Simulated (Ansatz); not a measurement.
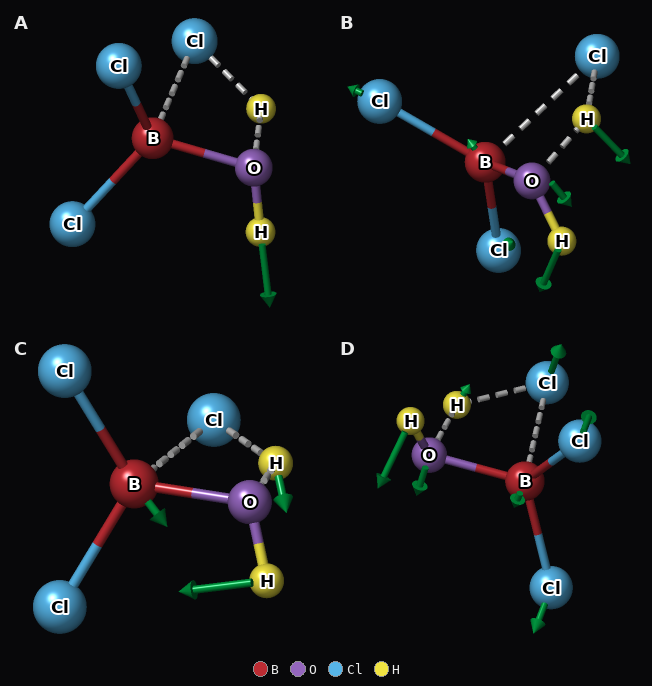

4 normal modes of one molecule or complex, as arrows. Broken sticks mark bonds that form or break. Harmonic vibrations computed with RKS PBE0-D4/def2-TZVP (Ansatz 0.2.0) at a stationary point of the same level. It is a saddle point of order 1.

> Match the panels to the wavenumbers 152 cm⁻¹, 303 cm⁻¹, 1121 cm⁻¹, 3809 cm⁻¹.

A: 3809 cm⁻¹
B: 303 cm⁻¹
C: 1121 cm⁻¹
D: 152 cm⁻¹
